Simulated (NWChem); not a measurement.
# triplet CBr2F2: levels of theory compared

We compute a comparison of 4 runs (U-r2SCAN/cc-pVDZ, UB3LYP/cc-pVDZ, UM06-L/cc-pVDZ, UPBE0/cc-pVDZ) of triplet CBr2F2. 

The calculation is run with NWChem 7.3.0.

## 1. Starting point

CBr2F2 has 5 atoms, charge 0, and is taken as a triplet. As SMILES of the parent species, `FC(F)(Br)Br`. The coordinates come from a PBE0-D4/def2-TZVP relaxation. That shape belongs to the parent species and isn't relaxed for this state.

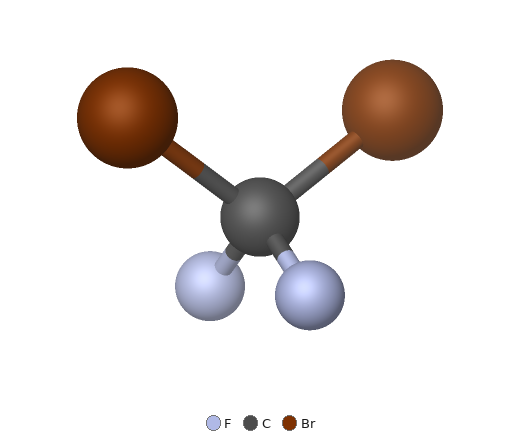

The structure, seen from a chosen angle (fluorine light blue, carbon dark grey, bromine brown).

## 2. A single-point energy at U-r2SCAN/cc-pVDZ (run 1)

Input file cbr2f2.nw:

```
start cbr2f2
title "CBr2F2 energy"
memory 2200 mb

geometry noautosym nocenter noautoz
  F     -0.970400    -0.113400     0.986300
  C      0.004800    -0.087600     0.090900
  F      0.914800    -0.981400     0.446600
  Br    -0.709300    -0.561200    -1.642100
  Br     0.810000     1.669900     0.077000
end

basis spherical bse
  * library cc-pVDZ
end

dft
  xc r2scan
  mult 3
  grid fine
  convergence energy 1e-08
  iterations 100
  mulliken
end

task dft
```

Command:

```console
$ nwchem cbr2f2.nw > cbr2f2.out
```

Log:

```text
[...]
          Wavefunction type:  spin polarized.
          No. of atoms     :     5
          No. of electrons :    94
[...]
          Charge           :     0
          Spin multiplicity:     3
[...]
          AO basis - number of functions:    96
[...]
              XC Information
              --------------
                      r^2SCAN Method XC Functional
               r^2SCAN metaGGA Exchange Functional  1.000
                     r^2SCAN Correlation Potential  1.000
[...]
 d= 0,ls=0.0,diis     1  -5385.5865472372 -6.02D+03  2.10D-02  3.78D-01    24.7
[...]
 d= 0,ls=0.0,diis    12  -5385.7392568130 -3.89D-09  1.02D-06  7.91D-09   193.8
[...]
         Total DFT energy =    -5385.739256812978
      One electron energy =    -8747.599855162589
           Coulomb energy =     2941.183325876802
    Exchange-Corr. energy =     -208.882970551332
 Nuclear repulsion energy =      629.560243024140
[...]
      Total Density - Mulliken Population Analysis
     ---------------------------------------------
    Atom       Charge   Shell Charges
 -----------   ------   -------------------------------------------------------
    1 F    9     9.14   2.01  0.91  0.98  3.33  1.90  0.01
    2 C    6     5.82   2.01  0.79  0.42  1.80  0.55  0.25
    3 F    9     9.14   2.01  0.91  0.98  3.33  1.90  0.01
    4 Br  35    34.95   2.00  2.00  2.02  1.09  0.85  6.00  6.01  2.64  2.27  9.94  0.13
    5 Br  35    34.95   2.00  2.00  2.02  1.09  0.85  6.00  6.01  2.64  2.27  9.94  0.13
[...]
      <S2> =      2.0049 (Exact =     2.0000)
[...]
```

Run time: 3.2 min. Hardware: 1 thread of AMD EPYC 7R13 (Zen 3), shared host; peak memory 0.11 GiB.

## 3. A single-point energy at UB3LYP/cc-pVDZ (run 2)

Input file input.nw:

```
start input
title "CBr2F2"
memory stack 880 mb heap 220 mb global 1100 mb

geometry units angstrom noautosym nocenter noautoz
  F     -0.970400    -0.113400     0.986300
  C      0.004800    -0.087600     0.090900
  F      0.914800    -0.981400     0.446600
  Br    -0.709300    -0.561200    -1.642100
  Br     0.810000     1.669900     0.077000
end

basis spherical bse
  * library cc-pVDZ
end

dft
  xc b3lyp
  mult 3
  grid fine
  convergence energy 1e-08
  maxiter 100
  mulliken
end

task dft energy
```

Command:

```console
$ nwchem input.nw > input.out
```

Log:

```text
[...]
          Wavefunction type:  spin polarized.
          No. of atoms     :     5
          No. of electrons :    94
[...]
          Charge           :     0
          Spin multiplicity:     3
[...]
          AO basis - number of functions:    96
[...]
              XC Information
              --------------
                         B3LYP Method XC Potential
                     Hartree-Fock (Exact) Exchange  0.200
                        Slater Exchange Functional  0.800 local
                    Becke 1988 Exchange Functional  0.720 non-local
              Lee-Yang-Parr Correlation Functional  0.810
                  VWN I RPA Correlation Functional  0.190 local
[...]
 d= 0,ls=0.0,diis     1  -5385.7588648216 -6.02D+03  2.02D-02  3.71D-01    21.9
[...]
 d= 0,ls=0.0,diis    12  -5385.9111149799 -2.93D-09  2.17D-07  1.01D-10   172.2
[...]
         Total DFT energy =    -5385.911114979941
      One electron energy =    -8747.826693109149
           Coulomb energy =     2941.431666919494
    Exchange-Corr. energy =     -209.076331814425
 Nuclear repulsion energy =      629.560243024140
[...]
      Total Density - Mulliken Population Analysis
     ---------------------------------------------
    Atom       Charge   Shell Charges
 -----------   ------   -------------------------------------------------------
    1 F    9     9.13   2.01  0.90  0.98  3.35  1.89  0.01
    2 C    6     5.84   2.01  0.79  0.43  1.82  0.55  0.24
    3 F    9     9.13   2.01  0.90  0.98  3.35  1.89  0.01
    4 Br  35    34.95   2.00  2.00  2.02  1.12  0.82  6.00  6.01  2.62  2.29  9.95  0.12
    5 Br  35    34.95   2.00  2.00  2.02  1.12  0.82  6.00  6.01  2.62  2.29  9.95  0.12
[...]
      <S2> =      2.0043 (Exact =     2.0000)
[...]
```

Wall time 2.9 min (1 thread of AMD EPYC 7R13 (Zen 3), shared host); peak memory 0.12 GiB.

## 4. The energy at UM06-L/cc-pVDZ (run 3)

Input file run.nw:

```
start run
title "CBr2F2 M06-L"
memory total 2200 mb

geometry units angstrom noautosym nocenter noautoz
F       -0.970400      -0.113400       0.986300
C        0.004800      -0.087600       0.090900
F        0.914800      -0.981400       0.446600
Br      -0.709300      -0.561200      -1.642100
Br       0.810000       1.669900       0.077000
end

basis "ao basis" spherical bse
F library cc-pVDZ
C library cc-pVDZ
Br library cc-pVDZ
end

dft
xc m06-l
mult 3
grid fine
convergence energy 1e-08
iterations 100
mulliken
noprint "final vectors analysis"
end

task dft
```

Command:

```console
$ nwchem run.nw > run.out
```

Log:

```text
[...]
          Wavefunction type:  spin polarized.
          No. of atoms     :     5
          No. of electrons :    94
[...]
          Charge           :     0
          Spin multiplicity:     3
[...]
          AO basis - number of functions:    96
[...]
              XC Information
              --------------
                        M06-L Method XC Functional
                         M06-L Exchange Functional  1.000
                       M06-L Correlation Potential  1.000
[...]
 d= 0,ls=0.0,diis     1  -5385.4940540926 -6.02D+03  2.03D-02  3.35D-01    23.7
[...]
 d= 0,ls=0.0,diis    12  -5385.6396391173 -1.22D-09  6.73D-07  1.08D-09   189.5
[...]
         Total DFT energy =    -5385.639639117335
      One electron energy =    -8747.411934281303
           Coulomb energy =     2941.027036915090
    Exchange-Corr. energy =     -208.814984775262
 Nuclear repulsion energy =      629.560243024140
[...]
      Total Density - Mulliken Population Analysis
     ---------------------------------------------
    Atom       Charge   Shell Charges
 -----------   ------   -------------------------------------------------------
    1 F    9     9.17   2.01  0.93  0.98  3.31  1.94  0.01
    2 C    6     5.74   2.01  0.81  0.40  1.81  0.47  0.24
    3 F    9     9.17   2.01  0.93  0.98  3.31  1.94  0.01
    4 Br  35    34.96   2.00  2.00  2.01  1.08  0.87  6.00  6.00  2.59  2.32  9.95  0.13
    5 Br  35    34.96   2.00  2.00  2.01  1.08  0.87  6.00  6.00  2.59  2.32  9.95  0.13
[...]
      <S2> =      2.0049 (Exact =     2.0000)
[...]
```

Wall time 3.2 min (1 thread of AMD EPYC 7R13 (Zen 3), shared host); peak memory 0.12 GiB.

## 5. The energy at UPBE0/cc-pVDZ (run 4)

Input file cbr2f2.xyz:

```xyz
5
CBr2F2 energy
F     -0.970400    -0.113400     0.986300
C      0.004800    -0.087600     0.090900
F      0.914800    -0.981400     0.446600
Br    -0.709300    -0.561200    -1.642100
Br     0.810000     1.669900     0.077000
```

Input file run.py:

```python
from ase.io import read
from ase.calculators.nwchem import NWChem

system = read('cbr2f2.xyz')

calc = NWChem(
    label='cbr2f2',
    theory='dft',
    memory='2200 mb',
    basis='cc-pVDZ',
    basispar='spherical bse',
    dft={'xc': 'pbe0', 'mult': '3', 'grid': 'fine', 'convergence': 'energy 1e-08', 'iterations': '100', 'mulliken': None},
    task='energy',
)
system.calc = calc

print("Total energy (eV):", round(system.get_potential_energy(), 6))
```

Command:

```console
$ export ASE_NWCHEM_COMMAND="nwchem PREFIX.nwi > PREFIX.nwo"
$ python run.py
```

Log:

```text
Total energy (eV): -146534.300109
```

The calculator wrote cbr2f2.nwi:

```
title "cbr2f2"

permanent_dir cbr2f2

scratch_dir cbr2f2

start cbr2f2

geometry units angstrom nocenter noautosym noautoz
  F  -9.7040000000000004e-01 -1.1340000000000000e-01 9.8629999999999995e-01
  C  4.7999999999999996e-03 -8.7599999999999997e-02 9.0899999999999995e-02
  F  9.1479999999999995e-01 -9.8140000000000005e-01 4.4660000000000000e-01
  Br -7.0930000000000004e-01 -5.6120000000000003e-01 -1.6420999999999999e+00
  Br 8.1000000000000005e-01 1.6698999999999999e+00 7.6999999999999999e-02
end

memory 2200 mb

basis spherical bse noprint
   * library cc-pVDZ
end

dft
  xc pbe0
  mult 3
  grid fine
  convergence energy 1e-08
  iterations 100
  mulliken
end

task dft energy
```

cbr2f2.nwo:

```text
Northwest Computational Chemistry Package (NWChem) 7.3.0
             --------------------------------------------------------

           Job information
           ---------------

    nwchem branch   = 7.3.0
    use scalapack   = T
    input           = cbr2f2.nwi
    prefix          = cbr2f2.
    data base       = cbr2f2/cbr2f2.db
    status          = startup
    nproc           =        1

           Memory information
           ------------------

[... 5 lines left out ...]
    hardfail = no
[... 38 lines left out ...]
            Nuclear Dipole moment (a.u.)
[... 77 lines left out ...]
          Convergence on density requested:  1.00D-05
[... 26 lines left out ...]
          Convergence aids based upon iterative change in
[... 29 lines left out ...]
 2-e energy   =    2737.321653
[... 54 lines left out ...]
           Coulomb energy =     2941.354348188449
[... 693 lines left out ...]
                     DFT Final Beta Molecular Orbital Analysis
[... 784 lines left out ...]
     Multipole analysis of the density
     ---------------------------------

     L   x y z        total         alpha         beta         nuclear
     -   - - -        -----         -----         ----         -------
     0   0 0 0     -0.000000    -48.000000    -46.000000     94.000000

     1   1 0 0      0.004255     -2.968263     -2.796626      5.769144
[... 8 lines of this table left out ...]
     2   0 0 2    -37.778121   -212.866769   -200.531893    375.620541

 Task  times  cpu:      189.9s     wall:      189.9s
 Total times  cpu:      189.9s     wall:      189.9s
```

Wall time 3.2 min (1 thread of AMD EPYC 7R13 (Zen 3), shared host); peak memory 0.11 GiB.

## 6. All runs side by side

| run | level | energy (Eh) | dipole moment (D) | HOMO energy (eV) | ⟨S²⟩ | wall time |
| --- | --- | --- | --- | --- | --- | --- |
| 1 | U-r2SCAN/cc-pVDZ | -5385.739257 | 0.18 | -2.85 | 2.005 | 3.2 min |
| 2 | UB3LYP/cc-pVDZ | -5385.911115 | 0.27 | -3.40 | 2.004 | 2.9 min |
| 3 | UM06-L/cc-pVDZ | -5385.639639 | 0.26 | – | 2.005 | 3.2 min |
| 4 | UPBE0/cc-pVDZ | -5385.036248 | 0.26 | -3.68 | 2.006 | 3.2 min |

## 7. Summary of results

| quantity | value |
| --- | --- |
| run 4: total energy | -5385.03625 Eh |
| run 4: dipole moment | 0.26 D |
| run 4: HOMO energy (highest over α and β) | -3.68 eV |
| run 4: ⟨S²⟩ | 2.006 |

**Reading.** The dipole moment (its size) runs from 0.18 D (U-r2SCAN/cc-pVDZ) to 0.27 D (UB3LYP/cc-pVDZ). Totals of different functionals can't be ranked against each other. All runs together took 12 min, the longest 3.2 min.
